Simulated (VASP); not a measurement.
Band structure of MgO (space group Fm-3m). These are PBEsol GGA, VASP's PBE PAW potentials (set 64) (plane waves; VASP) values and carry that method's errors.

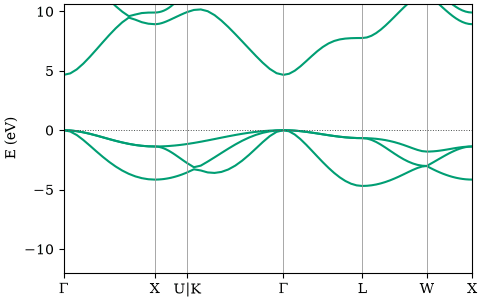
Bands along high-symmetry lines, zero at the valence-band maximum or, without a gap, the Fermi level

**Question.** Read the plot: is there a gap, and where are the band edges?

**Answer.** The gap is direct, 4.66 eV, from the valence maximum at Γ to the conduction minimum at Γ. (Edges off the drawn lines would not show.)

The structure comes from a measured MgO entry (Fm-3m) of the Crystallography Open Database, whose conditions weren't checked. It was relaxed first.
